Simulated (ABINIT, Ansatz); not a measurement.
**Sr2NbGaO6 (Fm-3m): changed settings of a GW run in ABINIT**

A base run on Sr2NbGaO6 (Fm-3m), then changed inputs.

Main program and level: ABINIT 10.8.3; PBEsol and many-body steps on it, plane waves.

### 1. The structure

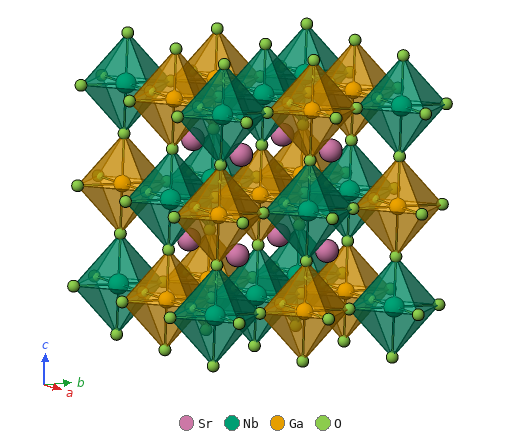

The starting structure, seen slightly off an axis (strontium pink, niobium teal, gallium orange, oxygen green). This picture shows the conventional cell, with its axes. Some periodic images of atoms are drawn too.

The cell and positions are those that the Materials Project relaxed with its own functionals (PBE, PBE+U or r2SCAN), kept fixed.

### 2. Screening, 2×2×2 mesh, 125 bands, screening to 114.3 eV

This step: ABINIT 10.8.3; RPA screening on PBEsol, plane waves, norm-conserving pseudopotentials.

The RPA dielectric matrix is built and inverted for each q.

run.abi

```
acell 3*1.0 Angstrom
rprim 
  0.000000000000 4.000204000000 4.000204000000
  4.000204000000 0.000000000000 4.000204000000
  4.000204000000 4.000204000000 0.000000000000
ntypat 4
znucl 38 41 31 8
natom 10
typat 1 1 2 3 4 4 4 4 4 4
xred 
  0.250000000000 0.250000000000 0.250000000000
  0.750000000000 0.750000000000 0.750000000000
  0.000000000000 0.000000000000 0.000000000000
  0.500000000000 0.500000000000 0.500000000000
  0.749216000000 0.250784000000 0.250784000000
  0.250784000000 0.749216000000 0.749216000000
  0.250784000000 0.250784000000 0.749216000000
  0.749216000000 0.749216000000 0.250784000000
  0.250784000000 0.749216000000 0.250784000000
  0.749216000000 0.250784000000 0.749216000000
pp_dirpath "pseudos"
pseudos "Sr.upf, Nb.upf, Ga.upf, O.upf"
ecut 37
ngkpt 2 2 2
nshiftk 1
shiftk 0 0 0
kptopt 1
chksymbreak 0
istwfk *1
occopt 1
irdwfk 1
optdriver 3
nband 125
ecuteps 4.2
inclvkb 2
awtr 1
symchi 1
indata_prefix "in"
outdata_prefix "out"
tmpdata_prefix "tmp"
```

Launch:

```sh
> OMP_NUM_THREADS=1 mpirun -n 4 abinit run.abi > log
```

Output:

```text
.Version 10.8.3 of ABINIT. v10.8.2 released Aug 2026.

 Symmetries : space group Fm -3 m (#225); Bravais cF (face-center cubic)
[... echo of the input left out ...]
== DATASET  1 ==================================================================
-   mpi_nproc: 4, omp_nthreads: 1 (-1 if OMP is not activated)

--- !DatasetInfo
iteration_state: {dtset: 1, }
dimensions: {natom: 10, nkpt: 3, mband: 125, nsppol: 1, nspinor: 1, nspden: 1, mpw: 9377, }
cutoff_energies: {ecut:  37.0, pawecutdg:  -1.0, }
electrons: {nelect:   8.20000000E+01, charge:   0.00000000E+00, occopt:   1.00000000E+00, tsmear:   1.00000000E-02, }

 SCREENING: Calculation of the susceptibility and dielectric matrices

 Based on a program developped by R.W. Godby, V. Olevano, G. Onida, and L. Reining.
 Incorporated in ABINIT by V. Olevano, G.-M. Rignanese, and M. Torrent.
.Using double precision arithmetic ; gwpc =  8

[... cell and pseudopotentials left out ...]
--------------------------------------------------------------------------------

 ==== K-mesh for the wavefunctions ====
 Number of points in the irreducible wedge :     3
[... list of points left out ...]
 Together with 48 symmetry operations and time-reversal symmetry
 yields     8 points in the full Brillouin Zone.

 ==== Q-mesh for the screening function ====
 Number of points in the irreducible wedge :     3
[... list of points left out ...]
 Together with 48 symmetry operations and time-reversal symmetry
 yields     8 points in the full Brillouin Zone.

 setmesh: FFT mesh size selected  =    40x   40x   40
          total number of points  =        64000

 vcoul_init : cutoff-mode = AUXILIARY_FUNCTION
 q-points for optical limit:   1
     1)      0.000010    0.000020    0.000030

- screening: taking advantage of time-reversal symmetry
- Maximum band index for partially occupied states nbvw = 41
- Remaining bands to be divided among processors   nbcw = 84
- Number of bands treated by each node ~21

 Number of electrons calculated from density =   82.0000; Expected =   82.0000
 average of density, n =  0.094916
 r_s =    1.3600
 omega_plasma =   29.7184 [eV]

 calculating chi0 at frequencies [eV] :
  1    0.000000E+00    0.000000E+00
  2    0.000000E+00    2.971844E+01

--------------------------------------------------------------------------------
  q-point number  1        q = ( 0.000000, 0.000000, 0.000000) [r.l.u.]
--------------------------------------------------------------------------------
[... chi0 elements left out ...]
 For q-point:  0.000010 0.000020 0.000030
  dielectric constant =   5.4426
  dielectric constant without local fields =   6.0866

  Average fulfillment of the sum rule on Im[epsilon] for q-point    1 :     43.88  [%]
[... wings left out ...]
  q-point number  2        q = ( 0.500000, 0.000000, 0.000000) [r.l.u.]
--------------------------------------------------------------------------------
[... chi0 elements left out ...]
  Average fulfillment of the sum rule on Im[epsilon] for q-point    2 :     50.86  [%]

 [... 1 further q-points ...]
```

Run time: 49 s. Hardware: 4 MPI ranks of Intel Xeon 6975P-C (Granite Rapids), shared host; peak memory 1.7 GiB; 3.3 min of CPU time.

Numbers from this step:

| Item | Value |
| --- | --- |
| ε∞ with local fields, on this mesh, along the program's q direction | 5.443 |
| the same without local fields | 6.087 |
| plasma frequency | 29.72 eV |
| plane waves in the screening matrix | 339 |

Local fields lower ε∞ by 11 %. On a Γ-centred mesh this coarse the value itself is usually too large, while a short band sum pulls it down.

### 3. Base

The self-energy is evaluated for the states that the input lists, and the levels follow from it, in one-shot runs by the linearised quasiparticle equation.

This step: G0W0 on PBEsol, plane waves, norm-conserving pseudopotentials.

Edit run.abi of step 2 so:

```diff
@@ -31,8 +31,15 @@
 irdwfk 1
-optdriver 3
+optdriver 4
 nband 125
+gwcalctyp 0
+ecutsigx 37
+symsigma 1
+nkptgw 1
+kptgw 
+  0.0000000000 0.0000000000 0.0000000000
+bdgw 
+  39 44
 ecuteps 4.2
-inclvkb 2
-awtr 1
-symchi 1
+irdscr 1
+ppmodel 1
 indata_prefix "in"
```

Output:

```text
.Version 10.8.3 of ABINIT. v10.8.2 released Aug 2026.

 Symmetries : space group Fm -3 m (#225); Bravais cF (face-center cubic)
[... echo of the input left out ...]
== DATASET  1 ==================================================================
-   mpi_nproc: 4, omp_nthreads: 1 (-1 if OMP is not activated)

--- !DatasetInfo
iteration_state: {dtset: 1, }
dimensions: {natom: 10, nkpt: 3, mband: 125, nsppol: 1, nspinor: 1, nspden: 1, mpw: 9377, }
cutoff_energies: {ecut:  37.0, pawecutdg:  -1.0, }
electrons: {nelect:   8.20000000E+01, charge:   0.00000000E+00, occopt:   1.00000000E+00, tsmear:   1.00000000E-02, }

 SIGMA: Calculation of the GW corrections

 Based on a program developped by R.W. Godby, V. Olevano, G. Onida, and L. Reining.
 Incorporated in ABINIT by V. Olevano, G.-M. Rignanese, and M. Torrent.
.Using double precision arithmetic ; gwpc =  8

[... cell and pseudopotentials left out ...]
--------------------------------------------------------------------------------

 ==== K-mesh for the wavefunctions ====
 Number of points in the irreducible wedge :     3
[... list of points left out ...]
 Together with 48 symmetry operations and time-reversal symmetry
 yields     8 points in the full Brillouin Zone.

 ==== Q-mesh for screening function ====
 Number of points in the irreducible wedge :     3
[... list of points left out ...]
 Together with 48 symmetry operations and time-reversal symmetry
 yields     8 points in the full Brillouin Zone.

 vcoul_init : cutoff-mode = AUXILIARY_FUNCTION
 q-points for optical limit:   1
     1)      0.000010    0.000020    0.000030
 setmesh: FFT mesh size selected  =    60x   60x   60
          total number of points  =       216000

 Number of electrons calculated from density =   82.0000; Expected =   82.0000
 average of density, n =  0.094916
 r_s =    1.3600
 omega_plasma =   29.7184 [eV]

 === KS Band Gaps ===
  >>>> For spin  1
   Minimum direct gap =   3.1575 [eV], located at k-point      :   0.0000  0.0000  0.0000
   Fundamental gap    =   3.1575 [eV], Top of valence bands at :   0.0000  0.0000  0.0000
                                       Bottom of conduction at :   0.0000  0.0000  0.0000
 SIGMA fundamental parameters:
 PLASMON POLE MODEL  1
 number of plane-waves for SigmaX                 9377
 number of plane-waves for SigmaC and W            339
 number of plane-waves for wavefunctions          9377
 number of bands                                   125
 number of independent spin polarizations            1
 number of spinorial components                      1
 number of k-points in IBZ                           3
 number of q-points in IBZ                           3
 number of symmetry operations                      48
 number of k-points in BZ                            8
 number of q-points in BZ                            8
 number of frequencies for dSigma/dE                 9
 frequency step for dSigma/dE [eV]                0.25
 number of omega for Sigma on real axis              0
 max omega for Sigma on real axis  [eV]           0.00
 zcut for avoiding poles [eV]                     0.10

 EPSILON^-1 parameters (SCR file):
 dimension of the eps^-1 matrix on file            339
 dimension of the eps^-1 matrix used               339
 number of plane-waves for wavefunctions          9377
 number of bands                                   125
 number of q-points in IBZ                           3
 number of frequencies                               2
 number of real frequencies                          1
 number of imag frequencies                          1

 matrix elements of self-energy operator (all in [eV])

 Perturbative Calculation

--- !SelfEnergy_ee
iteration_state: {dtset: 1, }
kpoint     : [   0.000,    0.000,    0.000, ]
spin       : 1
KS_gap     :    3.158
QP_gap     :    4.959
Delta_QP_KS:    1.801
data: !SigmaeeData |
     Band     E0 <VxcDFT>   SigX SigC(E0)      Z dSigC/dE  Sig(E)    E-E0       E
       39   6.272 -19.836 -24.633   5.057   0.782  -0.278 -19.633   0.203   6.475
       40   6.272 -19.836 -24.633   5.057   0.782  -0.278 -19.633   0.203   6.475
       41   6.272 -19.836 -24.633   5.057   0.782  -0.278 -19.633   0.203   6.475
       42   9.429 -16.642 -10.798  -3.395   0.818  -0.222 -14.638   2.004  11.433
       43   9.429 -16.642 -10.798  -3.395   0.818  -0.222 -14.638   2.004  11.433
       44   9.429 -16.642 -10.798  -3.395   0.818  -0.222 -14.638   2.004  11.433

== END DATASET(S) ==============================================================
================================================================================

 -outvars: echo values of variables after computation  --------
           etotal      0.0000000000E+00
            nband         125
             nkpt           3
          spgroup         225
 [... the other variables as echoed above ...]

 Calculation completed.
```

Elapsed: 6.8 s, on 4 MPI ranks; peak memory 1.2 GiB.

Numbers from this step:

```yaml
g0w0_gap_on_the_points_computed: 4.958 eV
starting_gap_on_the_mesh: 3.158 eV
k_of_the_valence_top: 0, 0, 0
k_of_the_conduction_bottom: 0, 0, 0
z_at_the_valence_top: 0.782
z_at_the_conduction_bottom: 0.818
least_direct_g0w0_gap_on_the_computed_points: 4.958 eV
```

The gap on the mesh goes from 3.16 eV to 4.96 eV, a correction of +1.80 eV.

### 4. Broadening of the poles

Edit run.abi of step 3 so:

```diff
@@ -44,2 +44,3 @@
 ppmodel 1
+zcut 0.01 eV
 indata_prefix "in"
```

Output:

```text
.Version 10.8.3 of ABINIT. v10.8.2 released Aug 2026.

 Symmetries : space group Fm -3 m (#225); Bravais cF (face-center cubic)
[... echo of the input left out ...]
== DATASET  1 ==================================================================
-   mpi_nproc: 4, omp_nthreads: 1 (-1 if OMP is not activated)

--- !DatasetInfo
iteration_state: {dtset: 1, }
dimensions: {natom: 10, nkpt: 3, mband: 125, nsppol: 1, nspinor: 1, nspden: 1, mpw: 9377, }
cutoff_energies: {ecut:  37.0, pawecutdg:  -1.0, }
electrons: {nelect:   8.20000000E+01, charge:   0.00000000E+00, occopt:   1.00000000E+00, tsmear:   1.00000000E-02, }

 SIGMA: Calculation of the GW corrections

 Based on a program developped by R.W. Godby, V. Olevano, G. Onida, and L. Reining.
 Incorporated in ABINIT by V. Olevano, G.-M. Rignanese, and M. Torrent.
.Using double precision arithmetic ; gwpc =  8

[... cell and pseudopotentials left out ...]
--------------------------------------------------------------------------------

 ==== K-mesh for the wavefunctions ====
 Number of points in the irreducible wedge :     3
[... list of points left out ...]
 Together with 48 symmetry operations and time-reversal symmetry
 yields     8 points in the full Brillouin Zone.

 ==== Q-mesh for screening function ====
 Number of points in the irreducible wedge :     3
[... list of points left out ...]
 Together with 48 symmetry operations and time-reversal symmetry
 yields     8 points in the full Brillouin Zone.

 vcoul_init : cutoff-mode = AUXILIARY_FUNCTION
 q-points for optical limit:   1
     1)      0.000010    0.000020    0.000030
 setmesh: FFT mesh size selected  =    60x   60x   60
          total number of points  =       216000

 Number of electrons calculated from density =   82.0000; Expected =   82.0000
[...]
number of k-points in BZ                            8
 number of q-points in BZ                            8
 number of frequencies for dSigma/dE                 9
 frequency step for dSigma/dE [eV]                0.25
 number of omega for Sigma on real axis              0
 max omega for Sigma on real axis  [eV]           0.00
 zcut for avoiding poles [eV]                     0.01

 EPSILON^-1 parameters (SCR file):
 dimension of the eps^-1 matrix on file            339
 dimension of the eps^-1 matrix used               339
 number of plane-waves for wavefunctions          9377
 number of bands                                   125
 number of q-points in IBZ                           3
 number of frequencies                               2
 number of real frequencies                          1
 number of imag frequencies                          1

 matrix elements of self-energy operator (all in [eV])

 Perturbative Calculation

--- !SelfEnergy_ee
iteration_state: {dtset: 1, }
kpoint     : [   0.000,    0.000,    0.000, ]
spin       : 1
KS_gap     :    3.158
QP_gap     :    4.958
Delta_QP_KS:    1.801
data: !SigmaeeData |
     Band     E0 <VxcDFT>   SigX SigC(E0)      Z dSigC/dE  Sig(E)    E-E0       E
       39   6.272 -19.836 -24.633   5.057   0.782  -0.278 -19.633   0.203   6.475
       40   6.272 -19.836 -24.633   5.057   0.782  -0.278 -19.633   0.203   6.475
       41   6.272 -19.836 -24.633   5.057   0.782  -0.278 -19.633   0.203   6.475
       42   9.429 -16.642 -10.798  -3.395   0.818  -0.222 -14.638   2.004  11.433
       43   9.429 -16.642 -10.798  -3.395   0.818  -0.222 -14.638   2.004  11.433
       44   9.429 -16.642 -10.798  -3.395   0.818  -0.222 -14.638   2.004  11.433

== END DATASET(S) ==============================================================
================================================================================

 -outvars: echo values of variables after computation  --------
           etotal      0.0000000000E+00
            nband         125
             nkpt           3
          spgroup         225
 [... the other variables as echoed above ...]

 Calculation completed.
```

Wall time 6.9 s (4 MPI ranks); peak memory 1.2 GiB; 27 s of CPU time.

Numbers from this step:

* G0W0 gap on the points computed: 4.958 eV
* starting gap on the mesh: 3.158 eV
* k of the valence top: 0, 0, 0
* k of the conduction bottom: 0, 0, 0
* Z at the valence top: 0.782
* Z at the conduction bottom: 0.818
* least direct G0W0 gap on the computed points: 4.958 eV

Against G0W0 in ABINIT (2×2×2 mesh, 125 bands, screening to 114.3 eV, Godby-Needs plasmon pole), the gap moves by +0.000 eV.

### 5. Unknown plasmon-pole model

Edit run.abi of step 4 so:

```diff
@@ -43,4 +43,3 @@
 irdscr 1
-ppmodel 1
-zcut 0.01 eV
+ppmodel 7
 indata_prefix "in"
```

Output:

```text
.Version 10.8.3 of ABINIT. v10.8.2 released Aug 2026.

 Symmetries : space group Fm -3 m (#225); Bravais cF (face-center cubic)
================================================================================
 Values of the parameters that define the memory need of the present run
     intxc =       0    ionmov =       0      iscf =       7    lmnmax =       6
     lnmax =       6     mgfft =      60  mpssoang =       3    mqgrid =    3001
     natom =      10  nloc_mem =       1    nspden =       1   nspinor =       1
    nsppol =       1      nsym =      48    n1xccc =    2501    ntypat =       4
    occopt =       1   xclevel =       2
-    mband =         125        mffmem =           1         mkmem =           1
       mpw =        9377          nfft =      216000          nkpt =           3
================================================================================
  Rough estimation (10% accuracy) of disk space for files :
================================================================================

--------------------------------------------------------------------------------
------------- Echo of variables that govern the present computation ------------
--------------------------------------------------------------------------------
 -outvars: echo values of preprocessed input variables --------
            acell      1.8897261259E+00  1.8897261259E+00  1.8897261259E+00 Bohr

             bdgw          39      44
      chksymbreak           0
             ecut      3.70000000E+01 Hartree
          ecuteps      4.20000000E+00 Hartree
         ecutsigx      3.70000000E+01 Hartree
          ecutwfn      3.70000000E+01 Hartree
-          fftalg         312
           irdscr           1
           irdwfk           1

              ixc     -116133
[...]
pspatm : epsatm=   24.50968960
         --- l  ekb(1:nproj) -->
[...]
pspatm: atomic psp has been read  and splines computed

- O Generated using ONCVPSP code by D. R. Hamann
-  8.00000   6.00000  180301                  znucl, zion, pspdat
12 -116133 2 -1 936                           pspcod,pspxc,lmax,lloc,mmax
     nproj     2     2     1
  pspatm : epsatm=    6.22910120
         --- l  ekb(1:nproj) -->
             0    6.050032    0.820363
             1   -4.739617   -1.153841
             2   -1.335834
 pspatm: atomic psp has been read  and splines computed

   8.40343068E+03                                ecore*ucvol(ha*bohr**3)
--------------------------------------------------------------------------------

 ==== K-mesh for the wavefunctions ====
 Number of points in the irreducible wedge :     3
 Reduced coordinates and weights :

     1)     0.00000000E+00  0.00000000E+00  0.00000000E+00       0.12500
     2)     5.00000000E-01  0.00000000E+00  0.00000000E+00       0.50000
     3)     5.00000000E-01  5.00000000E-01  0.00000000E+00       0.37500

 Together with 48 symmetry operations and time-reversal symmetry
 yields     8 points in the full Brillouin Zone.

 ==== Q-mesh for screening function ====
 Number of points in the irreducible wedge :     3
 Reduced coordinates and weights :

     1)     0.00000000E+00  0.00000000E+00  0.00000000E+00       0.12500
     2)     5.00000000E-01  0.00000000E+00  0.00000000E+00       0.50000
     3)     5.00000000E-01  5.00000000E-01  0.00000000E+00       0.37500

 Together with 48 symmetry operations and time-reversal symmetry
 yields     8 points in the full Brillouin Zone.

 vcoul_init : cutoff-mode = AUXILIARY_FUNCTION
 q-points for optical limit:   1
     1)      0.000010    0.000020    0.000030
 setmesh: FFT mesh size selected  =    60x   60x   60
          total number of points  =       216000

 Number of electrons calculated from density =   82.0000; Expected =   82.0000
 average of density, n =  0.094916
 r_s =    1.3600
 omega_plasma =   29.7184 [eV]

--- !BUG
message: |
    Wrong ppm%model: 7

--- !BUG
message: |
    Wrong ppm%model: 7

--- from the log ---
Wrong ppm%model: 7
```

Elapsed: 3.4 s, on 4 MPI ranks; peak memory 0.78 GiB.

The run stopped with an error after 3.4 s.

The program's words: Wrong ppm%model: 7

The fault put into this input: unknown plasmon-pole model.

### 6. Side by side

Times are wall times on 4 MPI ranks of Intel Xeon 6975P-C (Granite Rapids), shared host, good to a factor of about two. A run's time includes the screening step that it read.

```tsv
run	mesh	bands	screening cutoff (eV)	DFT gap (eV)	gap on the mesh (eV)	direct (eV)	ε∞ used	time
base	2×2×2	125	114.3	3.158	4.958	4.958	5.44	56 s
broadening of the poles	2×2×2	125	114.3	3.158	4.958	4.958	5.44	56 s
```

### 7. What came out

```yaml
base: 4.958 eV
broadening_of_the_poles: 4.958 eV
known_limits: not at the basis limit; exchange with frozen shells missing; no spin-orbit coupling; coarse k mesh
```

In words: Broadening of the poles: no change against base (keys changed: zcut). Bands and cutoff are finite, so the gap is not at the basis limit. The miss can reach some tenths of an eV and take either sign; the mesh is an error of its own. In the G0W0 runs levels were corrected at 1 k point alone, so a gap called «on the mesh» is the least over those, and an edge elsewhere would be missed. The 2×2×2 mesh is coarse for this cell, which bears on the long-range parts of exchange and screening. The norm-conserving file of at least one element keeps a d shell over frozen s and p shells of the same row. Exchange with those shells is missing from the self-energy, an error of 0.3 to 0.9 eV in cases checked, whose sign depends on which edge lies on those atoms. The many-body steps are scalar-relativistic: spin-orbit coupling is not in them.

[Paths, hosts, dates, memory and timing lines, banners, echoed tables and standing remarks are left out of the program output.]

[Logs are printed without paths, hosts, clocks, repeated set-up lines and the standing remarks that a program may print on its own settings, such as how far it seeks lower states.]

[Runs of the session that timed out or met a known fault of the program may be left out.]

[Hosts, paths, dates, database ids (printed as entryN), source tags and the programs' standing remarks are cut or masked in the printed files.]

[G0W0 gaps are taken among the corrected bands and points alone; a level outside them can change the order at an edge.]

[Where Ansatz stands beside ABINIT at settings called matched, ABINIT's density can come from a denser mesh and the files from another edition; pairs whose starting gaps differed by over 0.03 eV were left out, so agreement reads better than it is.]
